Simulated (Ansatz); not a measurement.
**One shape, several levels: BH5S (SMILES [BH3-][SH2+])**

Wanted: a comparison of 6 runs (HF/STO-3G, PBE0/STO-3G, UPBE0/STO-3G, MP2/STO-3G, UCCSD(T)/STO-3G, FCI/STO-3G) of BH5S. 

The results are computed with Ansatz 0.2.0.

50 further runs of the same task are left out: 1 that didn't finish, 49 set aside as unsound or not needed.

**1. The molecule**

BH5S: 7 atoms, total charge 0, spin state singlet. As SMILES, `[BH3-][SH2+]`. The H4–B1 distance was set to 2.405 Å, away from the relaxed value. At this shape a bond of the SMILES string is far longer than usual.

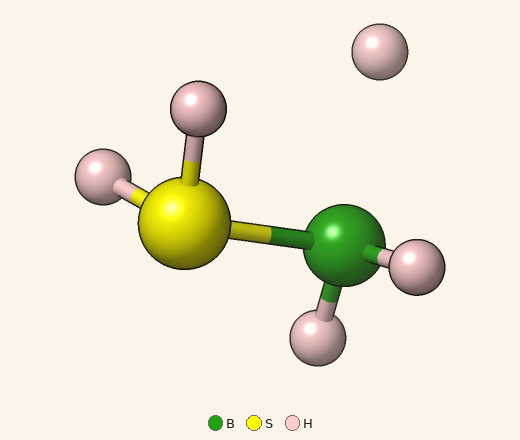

The structure, seen from a chosen angle (boron green, sulfur yellow, hydrogen pink).

**2. A single-point energy at HF/STO-3G (run 1)**

job.yaml reads:

```yaml
crystal:
  periodic: [false, false, false]
  atoms:
    - {symbol: B, position_ang: [-0.706800, 0.524603, -1.168302]}
    - {symbol: S, position_ang: [0.387400, 1.963703, -0.373102]}
    - {symbol: H, position_ang: [-1.804400, 1.022503, -1.095502]}
    - {symbol: H, position_ang: [-0.344400, -1.447600, 0.159700]}
    - {symbol: H, position_ang: [-0.256600, 0.504003, -2.288502]}
    - {symbol: H, position_ang: [0.104800, 1.889903, 0.940898]}
    - {symbol: H, position_ang: [1.594200, 1.391603, -0.205102]}
basis:
  gaussian: {orbitals: STO-3G}
accuracy: high
hamiltonian: {xc: hf}
```

Run with:

```bash
$ ansatz run job.yaml --threads 1 --pin off --max-ram 2610MiB --events-out events.jsonl --progress --plain --runs-dir runs
```

Log:

```text
Warning: RAYON_NUM_THREADS=1 ignored (pool sized by the plan → 1); use --threads N
Functional definition: HF
  name "HF"
  exchange = exact_x
  correlation = 0
332 factors; integrals over basis functions are off by at most 9.2e-9 eV
mean field evaluation 1: about -11430.2286 eV, gradient 1.6e1 eV
mean field evaluation 2: about -11430.2633 eV, gradient 1.6e1 eV
mean field evaluation 4: about -11432.8849 eV, gradient 2.2e0 eV
mean field evaluation 8: about -11432.9151 eV, gradient 3.3e-5 eV
mean field evaluation 16: about -11415.7078 eV, gradient 3.4e1 eV
mean field -11432.91513601 eV, -420.1518817403 hartree, gradient 1.3e-8 eV, S^2 0.000000; 0 other end points of the search recorded, 0 dependent functions left out
reference -11432.91513601 eV, -420.1518817403 hartree; 13, 13 occupied and 6, 6 virtual orbitals, 332 factors
Total energy: -11432.91513601 eV, -420.1518817403 hartree
```

Run time: 0.1 s. Hardware: 1 thread of Arm Neoverse V1, shared host.

**3. A single-point energy at PBE0/STO-3G (run 2)**

input.yaml reads:

```yaml
crystal:
  periodic: [false, false, false]
  atoms:
    - {symbol: B, position_ang: [-0.706800, 0.524603, -1.168302]}
    - {symbol: S, position_ang: [0.387400, 1.963703, -0.373102]}
    - {symbol: H, position_ang: [-1.804400, 1.022503, -1.095502]}
    - {symbol: H, position_ang: [-0.344400, -1.447600, 0.159700]}
    - {symbol: H, position_ang: [-0.256600, 0.504003, -2.288502]}
    - {symbol: H, position_ang: [0.104800, 1.889903, 0.940898]}
    - {symbol: H, position_ang: [1.594200, 1.391603, -0.205102]}
basis:
  gaussian:
    orbitals: STO-3G
hamiltonian:
  xc: {name: PBE0}
accuracy: high
```

Run with:

```bash
$ ansatz run input.yaml --threads 1 --pin off --max-ram 2610MiB --events-out events.jsonl --progress --plain --runs-dir runs
```

Log:

```text
Warning: RAYON_NUM_THREADS=1 ignored (pool sized by the plan → 1); use --threads N
Functional definition: PBE0
  name "PBE0"
  parameter a = 0.25
  parameter kappa = 0.804
  parameter beta = 0.06672455060314922
  exchange = (1 - a)*pbe_x(kappa = kappa, mu = beta*pi^2/3) + a*exact_x
  correlation = pbe_c(beta = beta)
332 factors; integrals over basis functions are off by at most 9.2e-9 eV
mean field evaluation 1: about -11450.5938 eV, gradient 1.9e1 eV
mean field evaluation 2: about -11444.1492 eV, gradient 3.3e1 eV
mean field evaluation 4: about -11453.4355 eV, gradient 3.2e0 eV
mean field evaluation 8: about -11453.4256 eV, gradient 2.9e-1 eV
mean field evaluation 16: about -11453.4261 eV, gradient 3.0e-7 eV
mean field -11453.42607387 eV, -420.9056448038 hartree, gradient 4.9e-8 eV, S^2 0.000000; 0 other end points of the search recorded, 0 dependent functions left out
reference -11453.42607542 eV, -420.9056448607 hartree; 13, 13 occupied and 6, 6 virtual orbitals, 332 factors
Total energy: -11453.42607542 eV, -420.9056448607 hartree
```

Run time: 1.2 s. Hardware: 1 thread of Arm Neoverse V1, shared host; peak memory 0.098 GiB.

Runs 3 to 5 aren't shown in full; the table further down has their settings and results.

**4. The energy at FCI/STO-3G (run 6)**

in.yaml reads:

```yaml
crystal:
  periodic: [false, false, false]
  atoms:
    - {symbol: B, position_ang: [-0.706800, 0.524603, -1.168302]}
    - {symbol: S, position_ang: [0.387400, 1.963703, -0.373102]}
    - {symbol: H, position_ang: [-1.804400, 1.022503, -1.095502]}
    - {symbol: H, position_ang: [-0.344400, -1.447600, 0.159700]}
    - {symbol: H, position_ang: [-0.256600, 0.504003, -2.288502]}
    - {symbol: H, position_ang: [0.104800, 1.889903, 0.940898]}
    - {symbol: H, position_ang: [1.594200, 1.391603, -0.205102]}
basis:
  gaussian: {orbitals: STO-3G}
correlation: {method: fci, frozen_orbitals: {B: 1, H: 0, S: 5}}
accuracy: high
```

Run with:

```bash
$ ansatz run in.yaml --threads 1 --pin off --max-ram 2610MiB --events-out events.jsonl --progress --plain --runs-dir runs
```

Log, shortened:

```text
Warning: RAYON_NUM_THREADS=1 ignored (pool sized by the plan → 1); use --threads N
[... 2 set-up lines as earlier in the session ...]
[...]
332 factors; integrals over basis functions are off by at most 9.2e-9 eV
[...]
mean field -11432.91513601 eV, -420.1518817403 hartree, gradient 1.3e-8 eV, S^2 0.000000; 1 other end points of the search recorded, 0 dependent functions left out; unrestricted orbitals would lower it
unrestricted determinant -11435.13071511 eV, -420.2333027702 hartree, S^2 0.8698
6 core orbitals not correlated: weight in the atoms' cores, before any rotation towards them, 1.000 or more for the frozen orbitals, at most 0.000 for the correlated occupied ones
reference -11432.91513601 eV, -420.1518817403 hartree; 7, 7 occupied and 6, 6 virtual orbitals, 332 factors
state -11438.23273755 eV, -420.3472999922 hartree
Total energy: -11438.23273755 eV, -420.3472999922 hartree
```

It took 12 s on 1 thread of Arm Neoverse V1, shared host; peak memory 0.28 GiB.

**5. All runs side by side**

| run | level | frozen core orbitals | energy (Eh) | wall time |
| --- | --- | --- | --- | --- |
| 1 | HF/STO-3G | – | -420.151882 | 0.1 s |
| 2 | PBE0/STO-3G | – | -420.905645 | 1.2 s |
| 3 | UPBE0/STO-3G | – | -420.919066 | 4.8 s |
| 4 | MP2/STO-3G | 6 | -420.275597 | 0.14 s |
| 5 | UCCSD(T)/STO-3G | 6 | -420.345853 | 0.34 s |
| 6 | FCI/STO-3G | 6 | -420.347300 | 12 s |

**6. Outcome**

| quantity | value |
| --- | --- |
| run 6: total energy | -420.34730 Eh |
| run 6: correlation energy (6 core orbitals frozen) | -195.4 mEh |

What this shows: Against full CI in this basis: HF +195.4 mEh; MP2 +71.7 mEh; UCCSD(T) +1.4 mEh. In run 4 the log says that unrestricted orbitals would lower the reference, so the values rest on an unstable closed-shell determinant (other closed-shell runs at this shape may share the fault). In runs 1, 2, 3, 4, 5, 6 the basis is minimal, so the values are rough. Spin contamination of the reference: run 5 ⟨S²⟩ = 0.87, run 3 ⟨S²⟩ = 0.59. Where it is this large, the reference is a mixture of spin states, and values that rest on it are in doubt. All runs together took 19 s, the longest 12 s.
